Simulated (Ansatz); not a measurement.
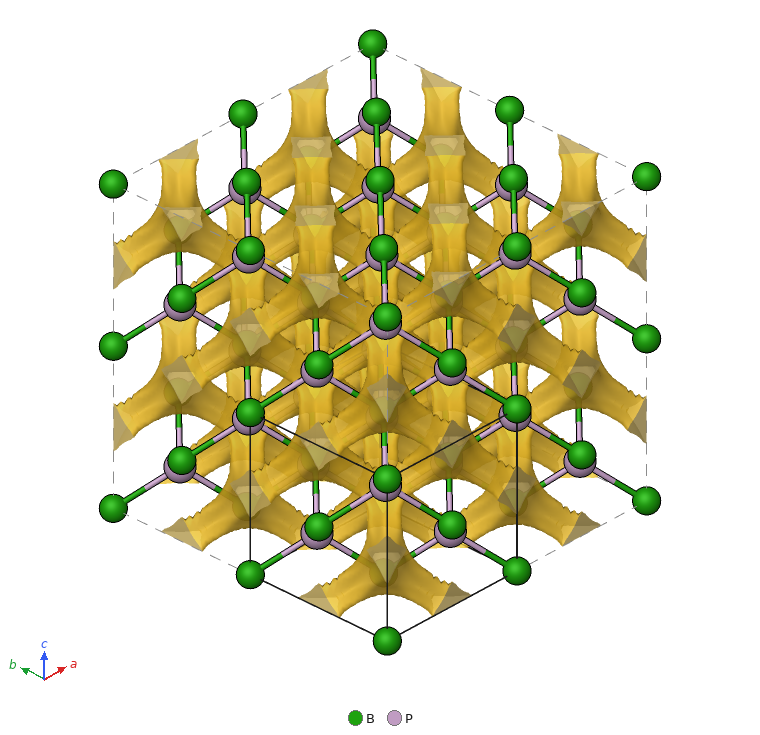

The yellow surface encloses the points that the centre of a probe sphere of radius 0.55 Å can occupy in BP (F-43m, No. 216), computed on a grid of about 0.13 Å (2×2×2 cells shown, view from a free direction; pale faces close the region where the box cuts it).

Atoms are hard spheres with covalent radii (Cordero): B 0.84 Å, P 1.07 Å.

The cell is taken from a calculation's input that goes back to an entry of the Crystallography Open Database (an earlier step may have relaxed or displaced it).

```xyz
8
Lattice="4.5380 0.0000 0.0000 0.0000 4.5380 0.0000 0.0000 0.0000 4.5380" Properties=species:S:1:pos:R:3 pbc="T T T"
B     0.0000    0.0000    0.0000
P     3.4035    1.1345    1.1345
B     0.0000    2.2690    2.2690
P     3.4035    3.4035    3.4035
B     2.2690    0.0000    2.2690
P     1.1345    1.1345    3.4035
B     2.2690    2.2690    0.0000
P     1.1345    3.4035    1.1345
```

Q: Is the space open to the probe made of pockets or channels?

A: Where they connect, they form a three-dimensional network.

Q: What share of the cell can the probe's centre reach?

A: About 14 % of the volume (13 Å³ of 93.5 Å³).

Q: Give the largest included and the largest free sphere.

A: The largest sphere that fits anywhere has a diameter of 2.25 Å; the largest that can travel through the crystal, about 1.6 Å.

Q: How does the connectivity change as the probe shrinks?

A: Below a radius of about 0.78 Å the space forms a three-dimensional network. These are grid estimates, good to about 0.05 Å.
